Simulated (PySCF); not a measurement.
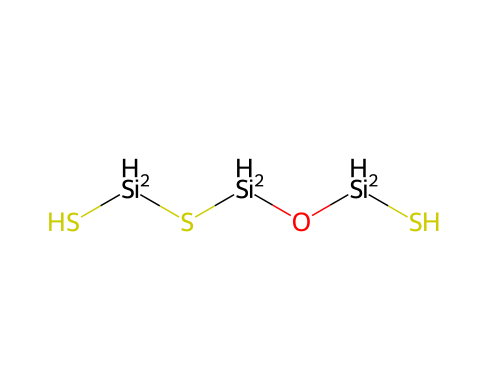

Computed geometry: GFN2-xTB optimisation. No frequency run is at hand to confirm it as a minimum. Properties computed with B3LYP/def2-SVPD, gas phase (PySCF 2.14.0). Excitations: vertical, linear response.

Computed properties:

The species is H8OS3Si3 (`S[SiH2]O[SiH2]S[SiH2]S`).
- dipole moment: 1.07 D
- HOMO energy (Kohn–Sham orbital): −7.23 eV
- LUMO energy (Kohn–Sham orbital): −0.74 eV
- HOMO–LUMO gap: 6.49 eV
- mean static polarisability: 144.0 bohr³
- lowest vertical singlet excitation: 5.55 eV
- its oscillator strength: 0.000
- brightest of the 8 lowest singlets: 5.91 eV
- its oscillator strength: 0.06

The geometry is semi-empirical. Around Si such bond lengths and angles can be off by a tenth of an ångström or more and by several degrees, and values that hang on the shape move with them.
